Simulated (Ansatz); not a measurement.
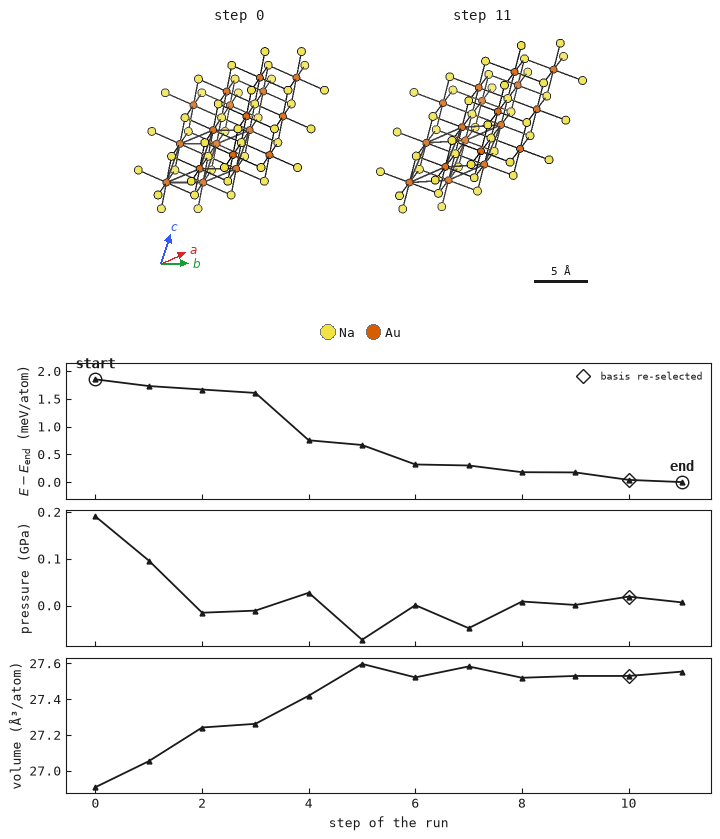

First and last geometry of a relaxation of solid NaAu (a generated structure, set up in R-3m), with the history of the run. Style: ball-and-stick. Shown: the cell of the calculation, repeated 2 × 1 × 2 with one cell outlined, from a free direction.

Level of theory: Ansatz 0.2.0, DFT PBE, scalar-relativistic, plane waves, PAW; settings changed.

Input
```yaml
crystal:
  lattice:
    - [2.216752548, 1.2798426803, 3.161503213]
    - [-2.216752548, 1.2798426803, 3.161503213]
    - [0.0, -2.5596853607, 3.161503213]
  atoms:
    - { symbol: Na, position: [0.5, 0.5, 0.5] }
    - { symbol: Au, position: [0.0, 0.0, 0.0] }
basis:
  ecutwfc: 420
kpoints:
  mp_grid: { grid: [12, 11, 13] }
hamiltonian:
  xc: pbe
scf:
  occupations: { method: gaussian, width: 0.02 }
  max_iter: 75
output:
  forces: true
  eigenvalues: true
  stress: true
relax:
  adjacent_minimum: "off"
  f_tol: 0.01
  max_steps: 80
  cell: { stress_tol: 0.05 }
```

Launched with:
```bash
ansatz run input.yaml --threads 1 --pin off --max-ram 2048MiB --backend cpu --events-out ev --progress --plain --runs-dir out
```

Q: Did the run converge, and what did it change?

A: The run was cut off at its time limit before the relaxation converged, so the last structure is only a point on the way. The input was poor on purpose: a mesh that breaks the symmetry. The energy falls by 1.9 meV per atom in 10 accepted moves (11 points after the start). All forces vanish by symmetry, so only the cell relaxes. The pressure goes from 0.19 to 0.01 GPa. At 1 point the geometry stayed and the basis and grid were re-selected for the new cell (energy shift of 0.1 meV per atom at most each time). The atoms keep their places relative to the cell (all moves are under 0.005 Å). The volume changes by +2.4 %, with a = b = c 4.068 → 4.265 Å (+4.8 %), α 66.0° → 60.2°, β 66.0° → 60.2°, γ 66.0° → 60.2°. Among the contacts that change: Na1–Au2 3.008 → 3.020 Å. Bond angles that change, for instance: Na1–Au2–Na1 85.1° → 89.8°, Au2–Na1–Au2 85.1° → 89.8°, Au2–Na1–Au2 94.9° → 90.2°. The space group stays R-3m (No. 166). Cost: 5.8 min on 1 thread of Intel(R) Xeon(R) Platinum 8488C (Sapphire Rapids), on a shared host, peak memory 0.97 GiB.
